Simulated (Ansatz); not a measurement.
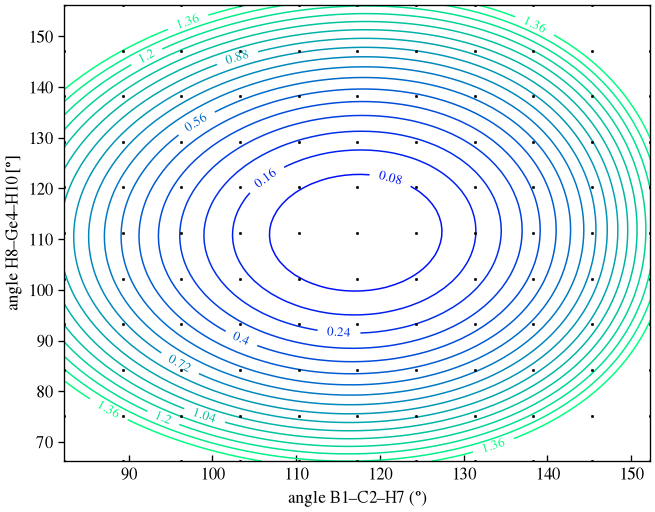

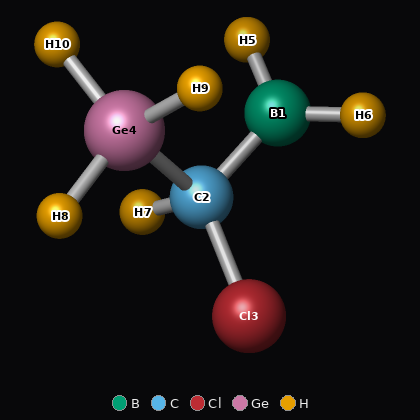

Energy landscape of CH6BClGe, SMILES B[CH](Cl)[GeH3]. 
- First axis: angle B1–C2–H7. Second axis: angle H8–Ge4–H10.
- Nothing is relaxed (all other coordinates rigid).
- The grid has 11 × 11 points.
- Points are written as (first, second).
- Energies are in eV, from the relaxed molecule at the same level.
- Level of theory: RKS PBE0-D4/def2-TZVP (Ansatz 0.2.0).

In the figure: contour lines labelled in eV (none above 1.36), dots at the grid points. Between grid points the surface is interpolated. The second picture is the structure at the lowest point.

Question: Summarise what can be read from the map.

Answer: The lowest grid point is at (117.3°, 111.2°), 0.00 eV from the relaxed molecule at the same level. It is the only kind of minimum in the scanned range. The highest grid point, (152.3°, 66.2°), lies 2.52 eV above the lowest. Round the minimum the two coordinates are nearly uncoupled.

The input of one point:

```yaml
crystal:
  periodic: [false, false, false]
  atoms:
    - { symbol: B, position_ang: [0.159991, 1.396827, -0.52586] }
    - { symbol: C, position_ang: [0.84161, 0.056215, -0.307508] }
    - { symbol: Cl, position_ang: [2.177135, -0.027825, 0.867228] }
    - { symbol: Ge, position_ang: [-0.710718, -0.988691, 0.451866] }
    - { symbol: H, position_ang: [-0.586484, 1.491011, -1.458528] }
    - { symbol: H, position_ang: [0.27088, 2.290884, 0.256281] }
    - { symbol: H, position_ang: [1.119803, -0.513813, -1.194592] }
    - { symbol: H, position_ang: [-0.091593, -2.278652, 0.997491] }
    - { symbol: H, position_ang: [-1.374408, -0.189842, 1.580638] }
    - { symbol: H, position_ang: [-1.723255, -1.287132, -0.663078] }
basis:
  gaussian: { orbitals: def2-TZVP }
hamiltonian:
  xc: pbe0
  dispersion: d4
output:
  forces: true
```

The whole map (121 points run) took 28 min on 1 thread of Arm Neoverse V2, on a shared host.
